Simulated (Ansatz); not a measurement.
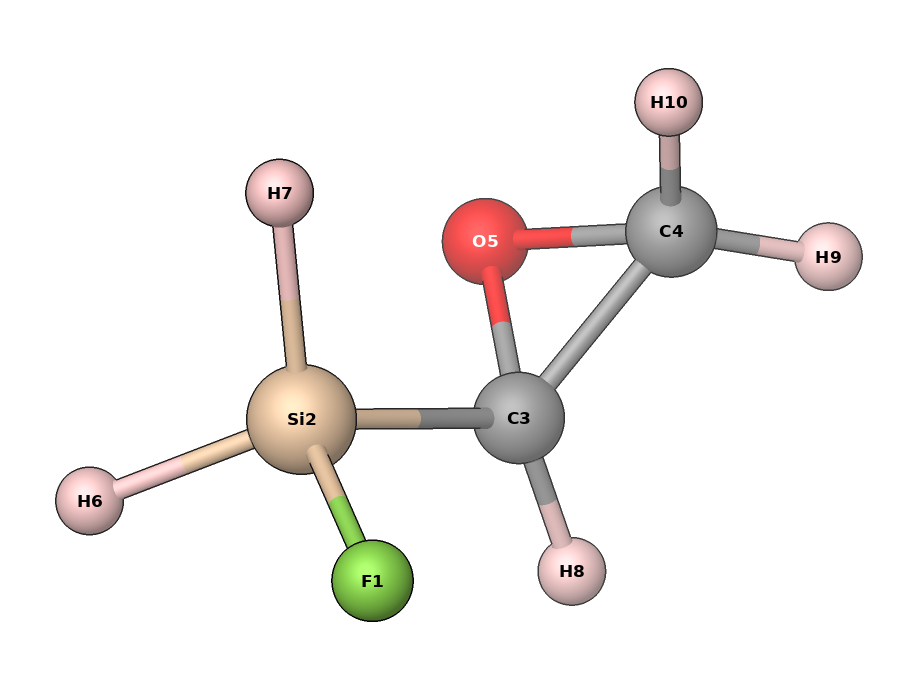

Depth is shown by fading: the farther an atom, the more it takes the colour of the background. The geometry was computed by an optimisation with PBE0-D4/def2-TZVP. No frequency run is at hand to confirm it as a minimum.

### Find the stereocentres and stereogenic double bonds.

Centres: C3.

### Give the R/S and E/Z labels.

C3: R (priorities Si2 > O5 > C4 > H8).
